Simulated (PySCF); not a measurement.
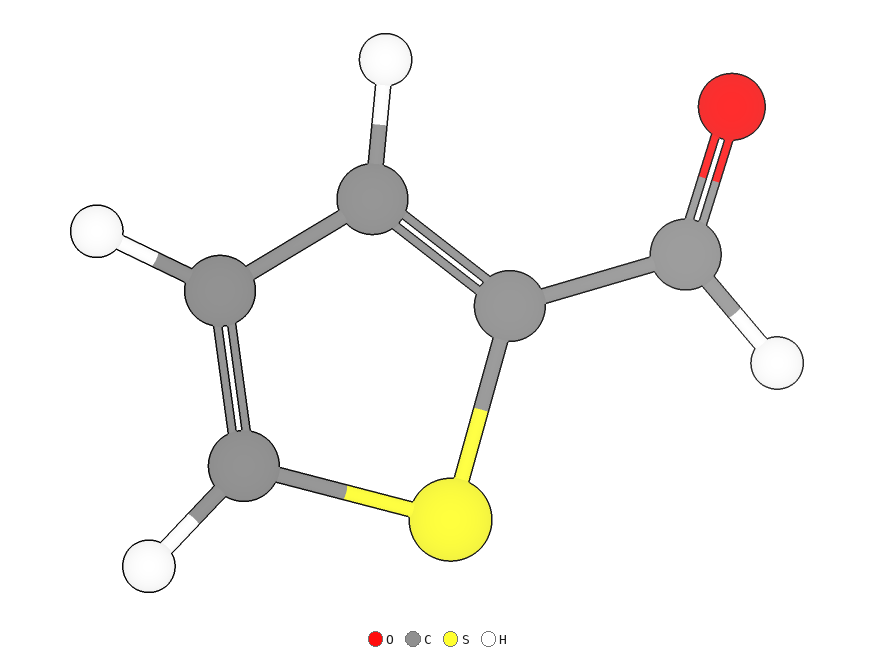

Ball-and-stick drawing of a structure. Multiple sticks mark multiple bonds (one Kekulé form).

Computed geometry: PBE0-D3(BJ)/def2-SVP optimisation. No frequency run is at hand to confirm it as a minimum.

**Count the atoms of each element.**

C5H4OS, 11 atoms: 5 carbon, 4 hydrogen, 1 oxygen and 1 sulfur.

**Name some functional groups or characteristic bonds that it holds.**

Among them: aldehyde.

**Give the symmetry (Schoenflies symbol).**

Cs.

More results for the same structure follow; atom numbers are the same in all pictures, views and colours differ.

### Shape

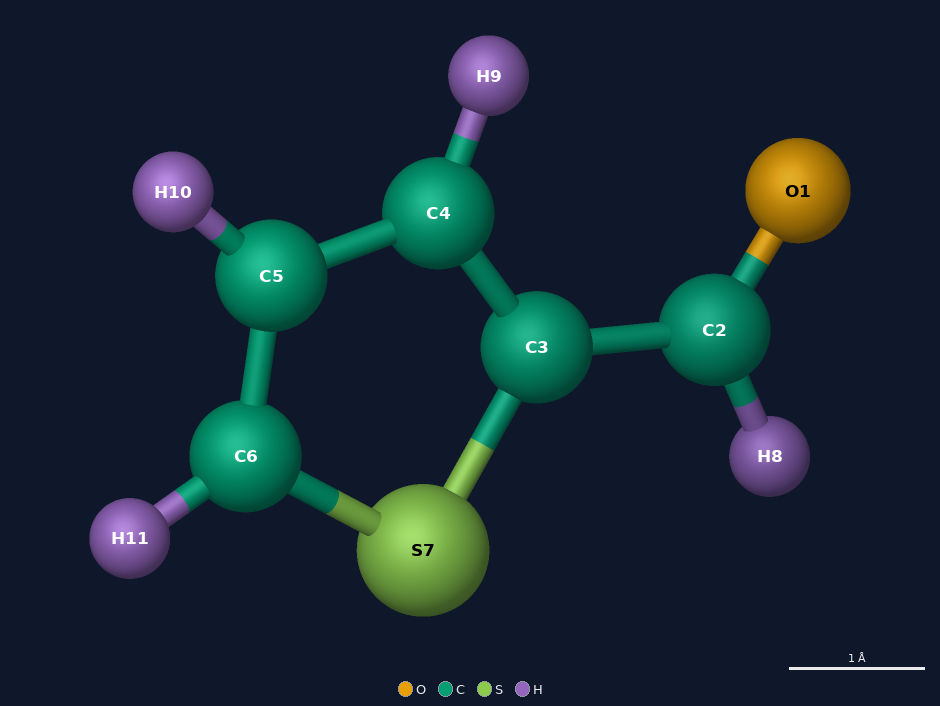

No frequency run is at hand to confirm it as a minimum.

What are the angles O1–C2–C3, C2–C3–C4, C2–C3–S7, C3–C2–H8, C3–C4–C5, C3–C4–H9, C3–S7–C6, C4–C5–C6, C5–C4–H9, C5–C6–S7, C5–C6–H11, C6–C5–H10?

```csv
angle,degrees
O1–C2–C3,123.6
C2–C3–C4,127.0
C2–C3–S7,121.8
C3–C2–H8,115.1
C3–C4–C5,112.6
C3–C4–H9,121.6
C3–S7–C6,91.7
C4–C5–C6,112.3
C5–C4–H9,125.8
C5–C6–S7,112.2
C5–C6–H11,127.8
C6–C5–H10,123.2
```

### NMR shielding

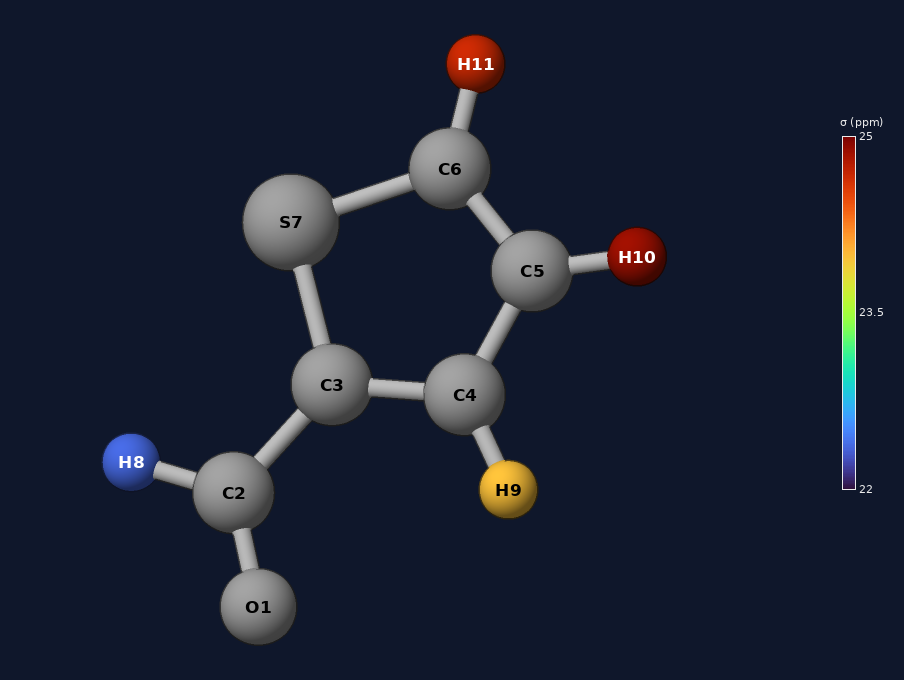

Atoms are coloured by their isotropic NMR shieldings (H only, the others grey). No frequency run is at hand to confirm it as a minimum. Level of theory: GIAO PBE0/6-31G* NMR shielding, non-relativistic, gas phase (PySCF 2.14.0).

**Which H atom is the most shielded (lowest chemical shift)?**

H10 (24.86 ppm).

**Which H atom is the least shielded (highest chemical shift)?**

H8 (22.37 ppm).

**How wide is the range of H shifts?**

2.49 ppm.

List the isotropic NMR shieldings of the H atoms.

| atom | σ (ppm) |
| --- | --- |
| H8 | 22.37 |
| H9 | 23.98 |
| H10 | 24.86 |
| H11 | 24.67 |

### Ring current

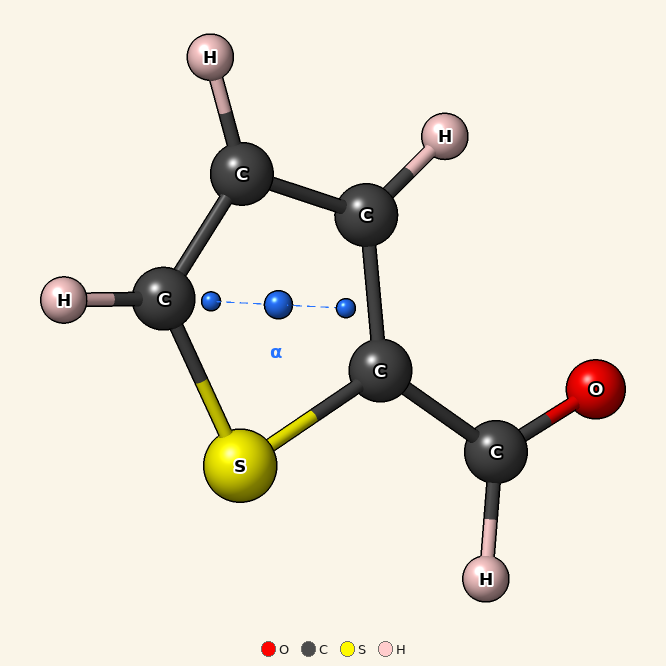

The small points mark where nucleus-independent chemical shifts (NICS) were computed: at the centre of each lettered ring and 1 Å above and below it. No frequency run is at hand to confirm it as a minimum. Properties computed with GIAO PBE0/pcSseg-1 NMR shielding, non-relativistic, gas phase (PySCF 2.14.0).

Give NICS(0), NICS(1) and the out-of-plane component NICS(1)zz for each ring (means of the two sides).

| ring | members | NICS(0) | NICS(1) | NICS(1)zz |
| --- | --- | --- | --- | --- |
| α | C4S | −12.4 | −11.7 | −27.2 |

Values in ppm.

**What do the values say about the ring currents?**

Ring α: diatropic, as in an aromatic ring. NICS is one index among several.

### Quadrupole coupling

No frequency run is at hand to confirm it as a minimum. Electric field gradients from the ground-state density, PBE0/STO-3G (PySCF 2.14.0), non-relativistic apart from any core potentials.

Give the largest field-gradient component, the quadrupole coupling constant and the asymmetry for 17O at O1 (Q = −25.6 mb), 33S at S7 (Q = −67.81 mb).

| atom | V_zz (a.u.) | e²qQ/h (MHz) | η |
| --- | --- | --- | --- |
| O1 | −2.204 | 13.26 | 0.11 |
| S7 | −2.531 | 40.3 | 0.78 |
